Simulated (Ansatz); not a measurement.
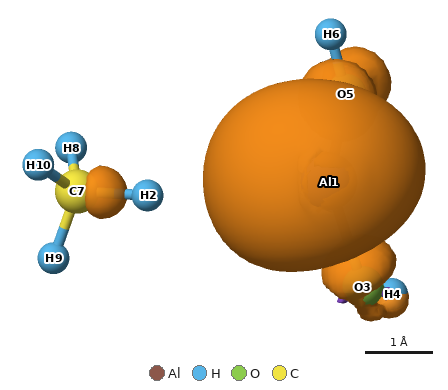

The picture shows: AlH₂O₂···CH₄ (doublet). Isosurfaces of the spin density (α minus β) at +0.015 (orange) and −0.015 e/Å³ (purple), seen across its widest extent.

Level of theory: UKS B3LYP-D4/cc-pVDZ in Ansatz.

```xyz
10

Al   -0.0041    0.4073   -0.5228
H     0.0813    0.2694    2.2333
O     1.6151   -0.0680   -0.9418
H     1.7651   -0.9403   -1.3358
O    -1.2819   -0.7441   -0.7885
H    -2.2049   -0.5225   -0.6107
C    -0.0202    0.0122    3.3052
H    -0.6644   -0.8741    3.4044
H     0.9750   -0.2018    3.7182
H    -0.4708    0.8634    3.8336
```

**Where is the unpaired spin?**

The unpaired spin (1 electron) lies mostly on Al1 (about 0.8) and O5 (about 0.1), in electrons by Hirshfeld's partition.
